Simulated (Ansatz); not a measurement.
**CH11B2GaSi2: density, localisation and related maps**

The calculation's input:

```
crystal:
  periodic: [false, false, false]
  atoms:
    - {symbol: C, position_ang: [0.616543, 0.329181, 2.220978]}
    - {symbol: B, position_ang: [1.273824, 0.302367, 0.844100]}
    - {symbol: B, position_ang: [1.820050, 0.126717, -0.565516]}
    - {symbol: Si, position_ang: [0.934112, -1.550554, -1.234344]}
    - {symbol: Ga, position_ang: [-0.122745, 0.910519, -1.227597]}
    - {symbol: Si, position_ang: [-2.232597, 0.688430, -0.076007]}
    - {symbol: H, position_ang: [-0.145861, -0.457506, 2.267986]}
    - {symbol: H, position_ang: [1.346978, 0.123097, 3.008568]}
    - {symbol: H, position_ang: [0.117806, 1.277243, 2.438413]}
    - {symbol: H, position_ang: [2.713179, 0.579266, -1.210956]}
    - {symbol: H, position_ang: [0.357390, -2.482430, -0.230451]}
    - {symbol: H, position_ang: [-0.328000, -1.113328, -2.012882]}
    - {symbol: H, position_ang: [1.737733, -2.291183, -2.237823]}
    - {symbol: H, position_ang: [0.014406, 1.629268, -2.611748]}
    - {symbol: H, position_ang: [-3.413781, 0.735201, -0.981042]}
    - {symbol: H, position_ang: [-2.297276, -0.592943, 0.685700]}
    - {symbol: H, position_ang: [-2.391780, 1.786655, 0.922622]}
basis:
  gaussian: {orbitals: def2-TZVPP}
hamiltonian: {xc: pbe0, dispersion: d4}
output: {orbitals: {seedname: orbitals}}
```

Launched as:

```sh
ansatz run in.yaml --threads 2 --pin off --events-out ev --progress --plain --max-ram 22528MiB --backend cuda --devices 0, --max-vram 18GiB
```

Geometry: PBE0-D4/def2-TZVP.

The calculation used RKS PBE0-D4/def2-TZVPP (Ansatz).

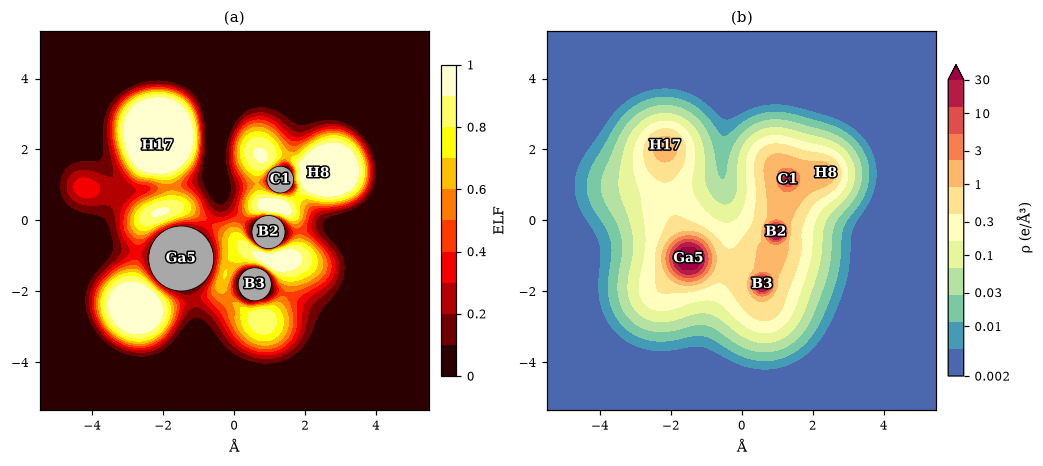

Figure 1. (a) electron localisation function; (b) total electron density on the plane of atoms B2, B3 and Ga5. Grey discs cover the atomic cores in the ELF map.

Read the bonding off the picture.

Answer. The plane passes through C, B, Ga and H nuclei.
B–B (1.52 Å): ρ is about 1.3 e/Å³ halfway; the ELF peaks at about 0.95 between the atoms: localised, covalent bonding.
C–B (1.53 Å): ρ is about 1.5 e/Å³ halfway; the ELF peaks at about 0.95 between the atoms; a covalent bond.
Ga–B (2.20 Å): ρ is about 0.47 e/Å³ halfway; the ELF peaks at about 0.70 in the valence shell of B, 0.9 Å from its nucleus, and is about 0.55 at the midpoint.
C–H (1.09 Å): the density is about 1.9 e/Å³ at the midpoint; the ELF climbs to about 1 towards the hydrogen, as it does in any bond to H: an ordinary covalent bond to hydrogen.

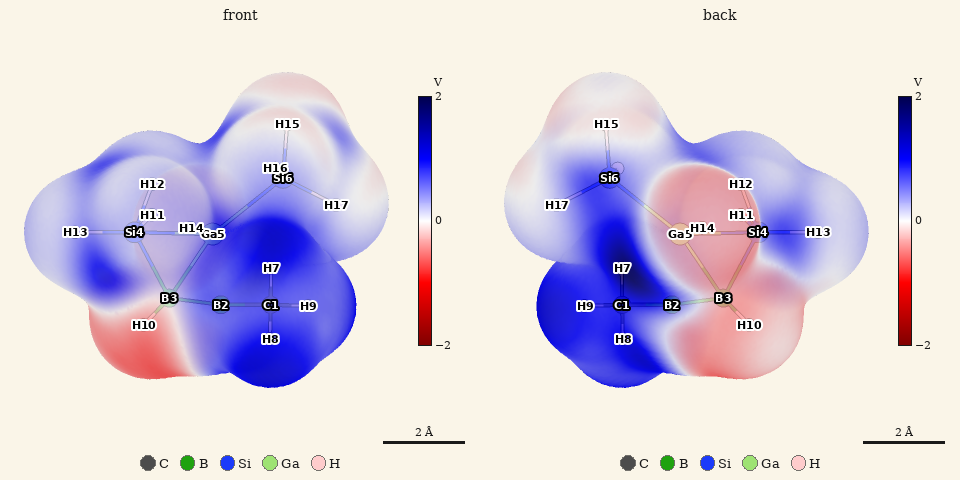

Figure 2. The molecular electrostatic potential painted on the density surface at 0.002 e/bohr³, seen from the front and from behind; the colour scale runs from red (negative) to blue (positive).

Describe the electrostatic potential map.

Answer. The most negative region (about −0.7 V, or −16 kcal/mol for a unit charge) lies over H10, the most positive (about +1.9 V, or +44 kcal/mol for a unit charge) over Ga5.

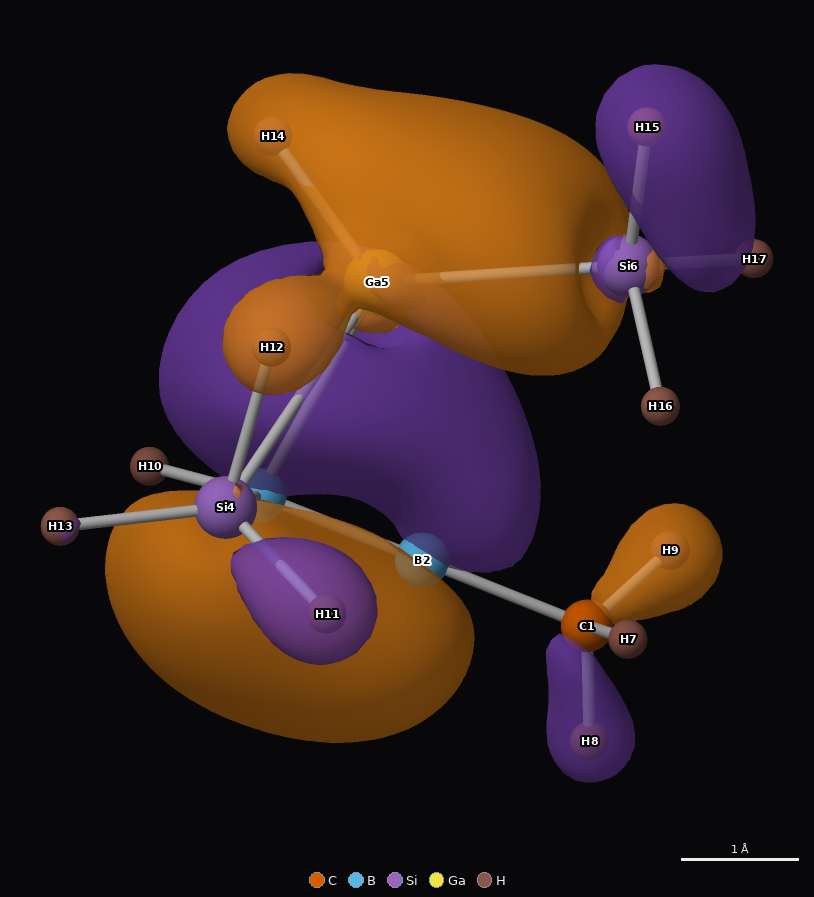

Figure 3. The HOMO at ±0.08 Å⁻³ᐟ² (orange and purple are the two phases), seen at a tilt.

What is the character of this orbital?

Answer. It lies mainly on B3 (about 30 %), Ga5 (about 20 %), B2 (about 20 %), Si6 (about 10 %) and Si4 (about 5 %). Its energy is −6.68 eV.

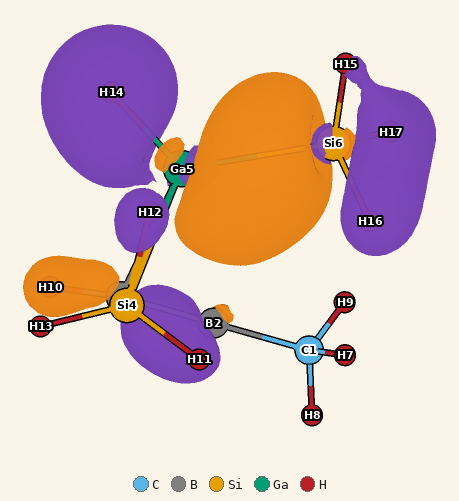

Figure 4. The HOMO−1 at ±0.1 Å⁻³ᐟ² (orange and purple are the two phases), seen at a tilt.

What is the character of this orbital?

Answer. It lies mainly on Ga5 (about 30 %), Si6 (about 25 %) and H14 (about 20 %). Its energy is −7.68 eV.
